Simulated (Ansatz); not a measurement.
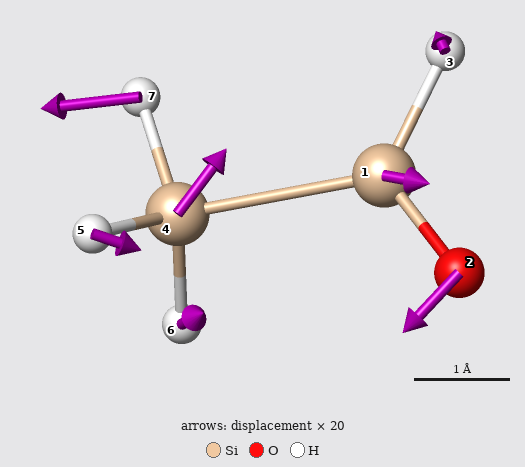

A relaxation of Si$_{2}$H$_{4}$O. The starting structure is drawn; purple arrows show the displacements, 20 times their true length. The two geometries are superimposed by the best rigid fit.

The picture is a ball-and-stick view, seen at a tilt.

It is one of the separated products of a reaction.

All numbers below come from Ansatz 0.2.0, RKS PBE0-D4/def2-TZVP.

The input:
```yaml
crystal:
  periodic: [false, false, false]
  atoms:
    - {symbol: Si, position_ang: [-0.886354, -0.869463, -0.473567]}
    - {symbol: O, position_ang: [-1.145491, -0.093268, -1.773144]}
    - {symbol: H, position_ang: [-1.626510, -2.143890, -0.251110]}
    - {symbol: Si, position_ang: [0.623458, -0.138494, 1.178261]}
    - {symbol: H, position_ang: [0.157357, 1.167741, 1.693780]}
    - {symbol: H, position_ang: [1.977053, -0.082482, 0.583386]}
    - {symbol: H, position_ang: [0.571246, -1.167923, 2.251909]}
basis:
  gaussian: {orbitals: def2-TZVP}
hamiltonian: {xc: pbe0, dispersion: d4}
relax: {f_tol: 0.005, max_steps: 200}
```

Command:
```bash
ansatz run in.yaml --threads 4 --pin off --events-out ev --progress --plain --max-ram 9574MiB
```

Q: What did the optimiser do to the structure, and how much energy did it gain?

A: After 5 geometry steps the energy has fallen by 2.42 kJ/mol. The largest force component goes from 0.87 to 0.0045 eV/Å. H7 moves most after the best rigid fit: 0.057 Å. By element the largest moves are H 0.057 Å, O 0.044 Å, Si 0.043 Å. Near-neighbour distances that change, for instance: Si1–O2 1.536 → 1.522 Å, Si1–H3 1.490 → 1.496 Å, Si4–H5 1.480 → 1.484 Å. Bond angles that change, for instance: Si1–Si4–H7 105.6° → 110.1°, O2–Si1–H3 118.3° → 122.0°, H5–Si4–H6 113.3° → 110.1°.
